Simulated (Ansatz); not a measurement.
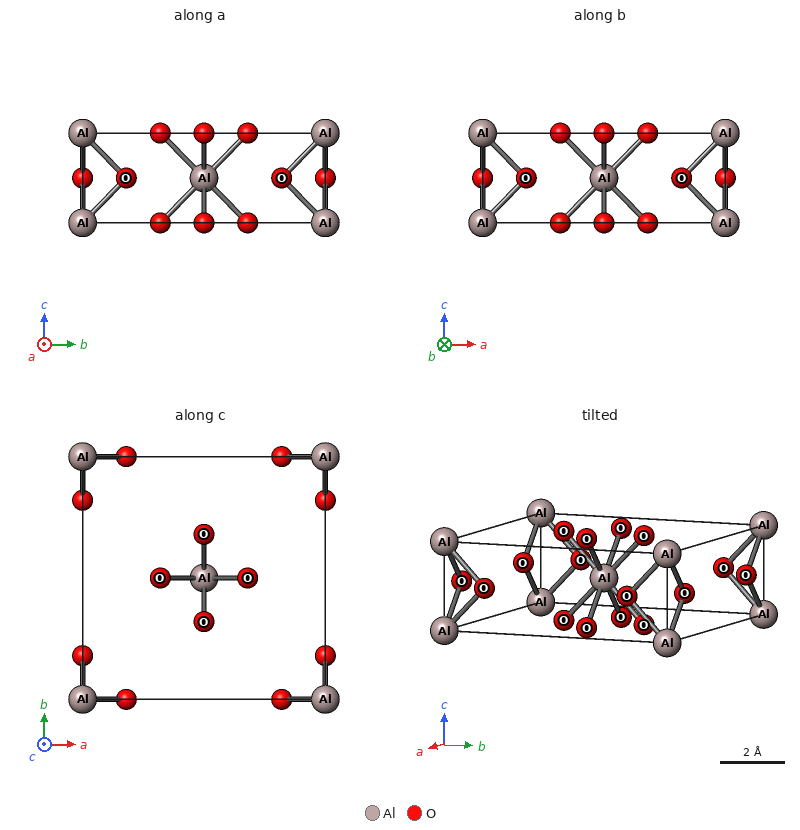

Figure: ball-and-stick view along the a axis, along the b axis, along the c axis and slightly off an axis. The conventional unit cell is outlined; an atom on or near a face, edge or corner is repeated at each equivalent position.

Lattice parameters: a = 7.6857 Å, b = 7.6857 Å, c = 2.8423 Å, α = 90.000°, β = 90.000°, γ = 90.000°.

> Reconstruct the structure as a CIF with its space group and independent sites, with free fractional coordinates to two decimals.

```cif
data_structure
_symmetry_space_group_name_H-M 'I 4/m m m'
_symmetry_Int_Tables_number 139
_cell_length_a 7.6857
_cell_length_b 7.6857
_cell_length_c 2.8423
_cell_angle_alpha 90.000
_cell_angle_beta 90.000
_cell_angle_gamma 90.000
_cell_volume 167.89
loop_
_atom_site_label
_atom_site_type_symbol
_atom_site_symmetry_multiplicity
_atom_site_Wyckoff_symbol
_atom_site_fract_x
_atom_site_fract_y
_atom_site_fract_z
_atom_site_occupancy
Al1 Al 2 a 0.00 0.00 0.00 1
O1 O 8 j 0.50 0.32 0.00 1
```

The initial geometry was a structure type filled with these elements by a generator (whether the compound takes this form wasn't checked). It is drawn as it came out of a relaxation with DFT PBE, scalar-relativistic, plane waves, PAW in Ansatz.
